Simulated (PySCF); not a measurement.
SMILES c1cc(oc1)/C=C\C#N, singlet at its GFN2-xTB optimised geometry (Å):

```
14

N      1.1435    -3.3168    -0.0008
C      0.1247    -2.7854    -0.0006
C     -1.1421    -2.1860    -0.0002
C     -1.3690    -0.8592     0.0000
C     -0.3849     0.1776     0.0000
C      0.9950     0.1776     0.0000
C      1.3897     1.5285     0.0000
C      0.2360     2.2590     0.0000
O     -0.8338     1.4602     0.0000
H     -1.9706    -2.8812    -0.0001
H     -2.3909    -0.5033     0.0002
H      1.6331    -0.6814     0.0000
H      2.3909     1.9073     0.0000
H      0.0597     3.3168     0.0000
```

Calculation: PySCF 2.14.0 with PBE/def2-TZVP.

Map of the electrostatic potential (hartree/e), clipped to [-0.08, 0.12] on the plane z = 0.6 Å:

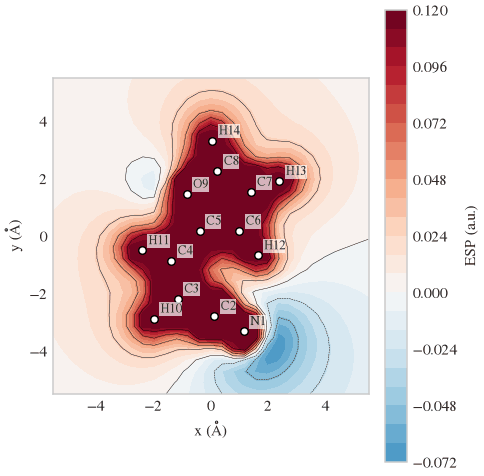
Electrostatic potential (hartree/e), clipped to [-0.08, 0.12] on the plane z = 0.6 Å.
